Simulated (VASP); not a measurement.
Given:

```yaml
crystal:
  lattice:
    - [2.73688, 0.00000, 0.00000]
    - [-1.36844, 2.37021, 0.00000]
    - [0.00000, 0.00000, 4.75975]
  atoms:
    - { symbol: Pt, position: [0.66667, 0.33333, 0.75000] }
    - { symbol: Pt, position: [0.33333, 0.66667, 0.25000] }
```

Computed with r2SCAN meta-GGA, VASP's PBE PAW potentials (set 64) (plane waves; VASP). Run with 400 eV cut-off, 17×17×9 Γ-centred mesh, tetrahedra with Blöchl corrections, potentials Pt.

Unless said otherwise, spin-orbit coupling is left out, though it shifts the bands of the heavy elements here.

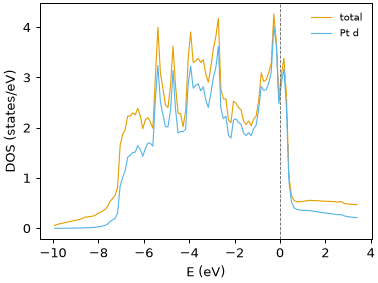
Figure: Total and projected density of states, zero at the Fermi level

Within 2 eV below the Fermi level the largest weight inside VASP's projection spheres is Pt d.

It has no gap at this level: it comes out as a metal or semimetal.

The structure comes from a computed database's Pt entry (P6_3/mmc); how it stands against other phases isn't given here. It was relaxed first.
